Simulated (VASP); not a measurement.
Band structure of Hf3NbN4 (ordered alloy cell). Computed with PBEsol GGA, VASP's PBE PAW potentials (set 64) (plane waves; VASP 6.6.1).

Unless said otherwise, spin-orbit coupling is left out, though it shifts the bands of the heavy elements here.

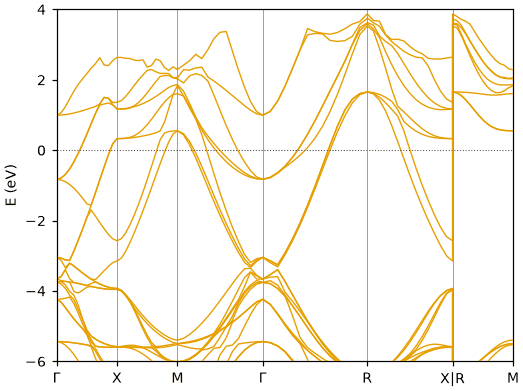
Figure. Bands along high-symmetry lines, zero at the valence-band maximum or, without a gap, the Fermi level

**Question.** Read the plot: is there a gap, and where are the band edges?

**Answer.** It has no gap at this level: it comes out as a metal or semimetal. (Edges off the drawn lines would not show.)

The structure was generated: Hf3NbN4 was put into an ordered model structure (Pm-3m), which need not be its known phase. It was relaxed first. The electron count is odd and the run is not spin-polarised, which forces a metal.
